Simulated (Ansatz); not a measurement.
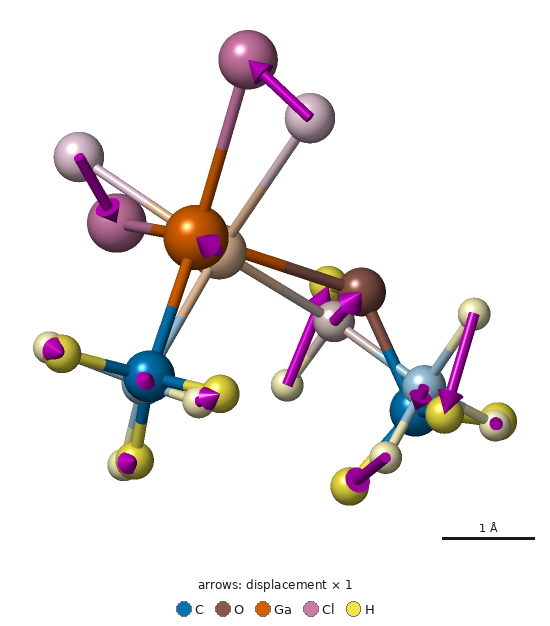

This is a relaxation of C2H7Cl2GaO (coarse preliminary run). The starting structure is drawn faded, the final one solid; purple arrows show the displacements, at their true length. The two geometries are superimposed by the best rigid fit.

The picture is a ball-and-stick view, seen at a tilt.

The start comes from a force field.

Theory: RKS PBE-D4/def2-SVP (Ansatz). Set-up: force threshold 0.03 eV/Å; at most 200 steps.

Q: What happened in the run?

A: Over 23 accepted moves (26 points after the start) the energy falls by 126.2 kJ/mol. Largest force component: 6.7 eV/Å at the start, 0.018 eV/Å at the end. The line search rejected the trial steps at points 3, 19, 21 of the run. The largest moves after the best rigid fit, 1.18 Å, are those of H atoms. By element the largest moves are H 1.18 Å, Cl 1.02 Å, O 0.61 Å, Ga 0.41 Å, C 0.32 Å. Some distances before and after: Ga–O 1.836 → 2.130 Å, C–H 0.989 → 1.108 Å, C–Ga 2.042 → 1.963 Å, Cl–Ga 2.178 → 2.229 Å. Bond angles that change, for instance: O–Ga–Cl 110.5° → 85.9°, C–Ga–Cl 106.4° → 122.0°, C–O–Ga 109.2° → 121.9°. Groups turn about Ga–O by about 65°.
